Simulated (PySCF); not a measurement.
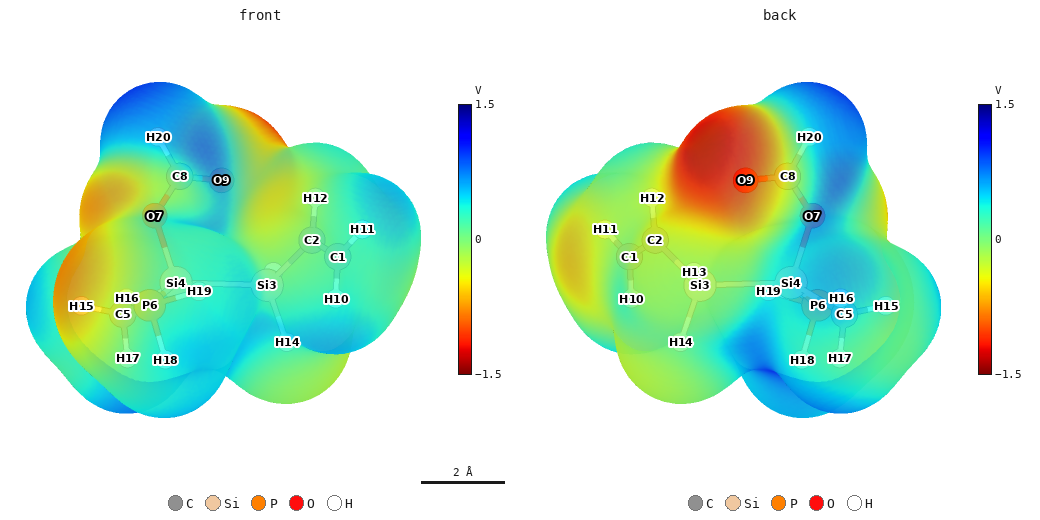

Figure. C4H11O2PSi2. The molecular electrostatic potential painted on the density surface at 0.001 e/bohr³, seen from the front and from behind; red is negative and blue positive.

Geometry: GFN2-xTB.

Level of theory: PBE0/pcSseg-1, SCF density, gas phase, non-relativistic (PySCF).

Input

```
{"job": {"kind": "nmr", "xc": "PBE0", "basis": "pcSseg-1"}, "charge": 0, "multiplicity": 1}
C      2.972197     1.235974    -0.322426
C      1.824436     1.225436    -0.982939
Si     0.770410    -0.310336    -1.276973
Si    -0.753980    -0.604912     0.485193
C     -2.129242    -1.901917     0.182726
P     -0.166897    -0.814136     2.651675
O     -1.675584     0.830876     0.668065
C     -1.748511     1.743790    -0.244057
O     -1.149772     1.751720    -1.285105
H      3.407884     0.332462     0.074865
H      3.538184     2.140315    -0.153895
H      1.435551     2.162418    -1.360922
H      0.149759    -0.282064    -2.601491
H      1.686951    -1.471927    -1.247862
H     -2.877420    -1.865547     0.971964
H     -2.636029    -1.734133    -0.764063
H     -1.716733    -2.905830     0.164529
H      0.505073    -2.005948     2.444695
H      1.000332    -0.071168     2.549757
H     -2.441757     2.555605     0.043229
```

Command:

```sh
OMP_NUM_THREADS=1 python probes_run.py task.json out
```

**Which sites attract a positive test charge, and which a negative one?**

A positive charge is drawn to the negative regions and a negative charge to the positive ones. The most negative region (about −1.3 V) lies over O9, the most positive (about +0.9 V) over Si4 and H20. O9 is the likeliest acceptor of a hydrogen bond.

**What dipole moment does the calculation give?**

Its dipole moment is 1.00 D.
